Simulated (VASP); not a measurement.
Band structure of Rh (relaxed from the beta-Sn structure, space group I4_1/amd). Level of theory: PBEsol GGA, VASP's PBE PAW potentials (set 64) (plane waves; VASP).

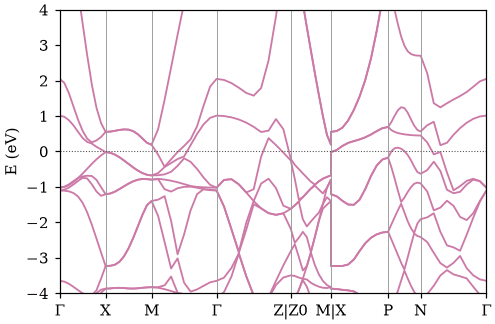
Figure: Bands along high-symmetry lines, zero at the valence-band maximum or, without a gap, the Fermi level

**Question.** Read the plot: is there a gap, and where are the band edges?

**Answer.** It has no gap at this level: it comes out as a metal or semimetal. (Edges off the drawn lines would not show.)

The structure was generated: Rh was put into the beta-Sn type (I4_1/amd), which need not be its known phase. It was relaxed first.
